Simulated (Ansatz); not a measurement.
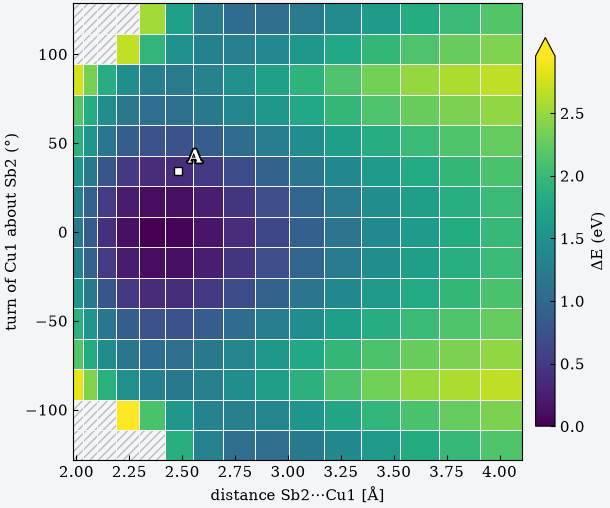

CuH₃Sb, charge +1. The turn is about an axis along (0.33, −0.94, −0.03) in the frame of the relaxed pair, normal to the line between the partners. The first coordinate is: distance Sb2···Cu1; the second: turn of Cu1 about Sb2. The grid has 15 × 15 points. At 15 points there is no value (left out of the scan, as a rule where atoms come close). Points are written as (first, second). Energies: eV, counted from the lowest grid point. Energies and slopes of some neighbouring points disagree (a jump in structure or state, or too coarse a mesh). All numbers below come from Ansatz, RKS SPW92 (LDA)/def2-TZVPD.

The picture shows one coloured cell a grid point, one colour for all values above the top of the scale, hatched blanks where no value was computed, the point A.

Which way does the force act at A, and how strong is it?

A, at (2.481 Å, 34.3°), is not a stationary point. The computed force is 0.55 eV for each Å towards smaller values of distance Sb2···Cu1 and 0.02 eV for each degree towards smaller values of turn of Cu1 about Sb2.
